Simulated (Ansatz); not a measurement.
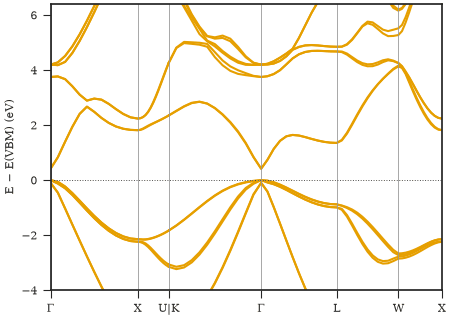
Band structure from plane-wave PAW PBE with spin–orbit coupling (Ansatz code)

Problem. Read off the gap and where the band edges lie.

Solution. About 0.4 eV (0.42 eV by a search for the band edges); maximum at Γ, minimum at Γ.

The material is InP (zinc blende, space group No. 216).

Space group F-43m (zinc blende). Symmetry was held in the PBE relaxation; of distortions, only those at the zone centre were tested.

Potentials: the later of the program's two PAW sets.
